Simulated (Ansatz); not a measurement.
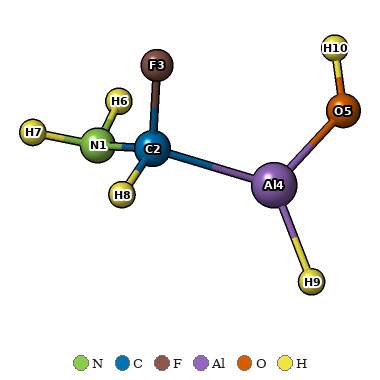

The system is CH₅AlFNO, SMILES N[CH](F)[AlH][OH]; the picture shows the reference structure. 
- First axis: umbrella angle at N1 (between each of its bonds and their common axis; 90 is planar). Second axis: change of the bonds N1–C2, N1–H6, N1–H7, all alike.
- Nothing is relaxed (all other coordinates rigid).
- The grid has 11 × 11 points. At 22 points there is no value.
- Points are written as (first, second).
- Energies are in kJ/mol, from the relaxed molecule at the same level.
- The calculation used RKS B3LYP-D4/def2-SVP in Ansatz.

Its coordinates:

```json
{"atom": "N", "x (Å)": "0.8290", "y (Å)": "-0.1980", "z (Å)": "1.3184"}
{"atom": "C", "x (Å)": "0.7174", "y (Å)": "-0.5252", "z (Å)": "-0.0574"}
{"atom": "F", "x (Å)": "1.5682", "y (Å)": "0.2781", "z (Å)": "-0.8912"}
{"atom": "Al", "x (Å)": "-1.1680", "y (Å)": "-0.3018", "z (Å)": "-0.6542"}
{"atom": "O", "x (Å)": "-1.7818", "y (Å)": "1.2611", "z (Å)": "-0.9520"}
{"atom": "H", "x (Å)": "0.5696", "y (Å)": "0.7648", "z (Å)": "1.5277"}
{"atom": "H", "x (Å)": "1.7550", "y (Å)": "-0.3714", "z (Å)": "1.7133"}
{"atom": "H", "x (Å)": "1.0811", "y (Å)": "-1.5601", "z (Å)": "-0.1905"}
{"atom": "H", "x (Å)": "-2.1985", "y (Å)": "-1.4833", "z (Å)": "-0.8102"}
{"atom": "H", "x (Å)": "-1.2886", "y (Å)": "2.0846", "z (Å)": "-1.0010"}
```

Range: umbrella angle at N1 (between each of its bonds and their common axis; 90 is planar) from 61.1 to 118.9°; change of the bonds N1–C2, N1–H6, N1–H7, all alike from −0.127 to 0.196 Å.

Q: What landscape does the calculation give?

A: The lowest grid point is at (107.4°, 0.002 Å), 0.04 kJ/mol from the relaxed molecule at the same level. The highest grid point, (61.1°, −0.127 Å), lies 250 kJ/mol above the lowest.

| second ↓, first → | 61.1 | 66.8 | 72.6 | 78.4 | 84.2 | 90.0 | 95.8 | 101.6 | 107.4 | 113.2 | 118.9 |
| --- | --- | --- | --- | --- | --- | --- | --- | --- | --- | --- | --- |
| 0.196 | – | – | – | – | – | – | – | – | – | – | – |
| 0.164 | – | – | – | – | – | – | – | – | – | – | – |
| 0.131 | 120 | 107 | 106 | 111 | 115 | 113 | 105 | 92 | 78 | 72 | 79 |
| 0.099 | 98 | 81 | 76 | 78 | 80 | 78 | 70 | 58 | 48 | 44 | 54 |
| 0.067 | 83 | 61 | 53 | 52 | 52 | 49 | 41 | 31 | 23 | 23 | 37 |
| 0.035 | 76 | 50 | 38 | 34 | 32 | 28 | 21 | 12 | 7 | 10 | 27 |
| 0.002 | 79 | 49 | 33 | 26 | 22 | 17 | 10 | 3 | 0 | 6 | 28 |
| −0.030 | 95 | 60 | 40 | 30 | 24 | 18 | 12 | 7 | 6 | 16 | 42 |
| −0.062 | 126 | 86 | 63 | 50 | 41 | 35 | 29 | 25 | 27 | 40 | 71 |
| −0.095 | 178 | 132 | 105 | 89 | 78 | 71 | 65 | 63 | 68 | 85 | 120 |
| −0.127 | 250 | 200 | 168 | 149 | 137 | 128 | 123 | 123 | 130 | 151 | 190 |

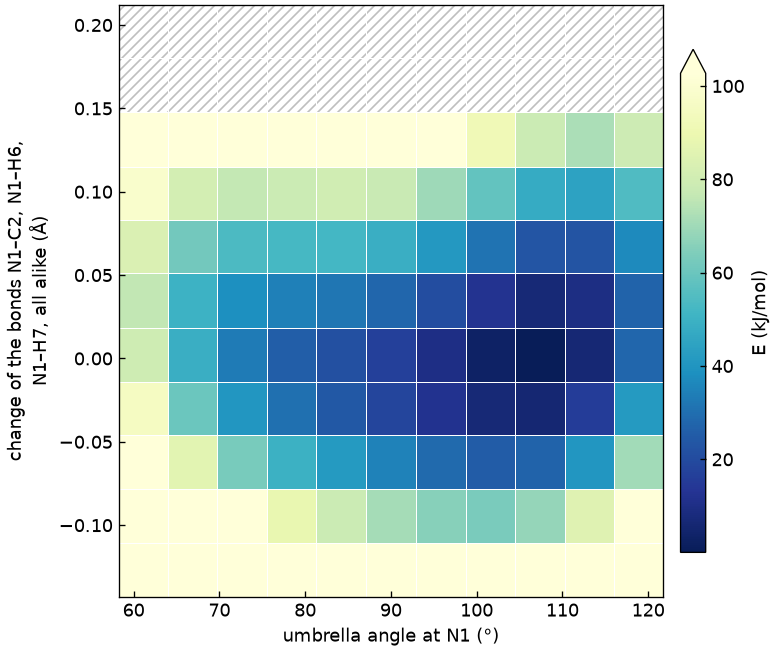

Drawn: one coloured cell a grid point, one colour for all values above the top of the scale, hatched blanks where no value was computed.

Each point was launched as `ansatz run input.yaml --threads 1 --pin off --max-ram 2560MiB --backend cpu --events-out ev --progress --plain --runs-dir out`. Time for the 99 points that were run: 9.7 min on 1 thread of Arm Neoverse V1, on a shared host.
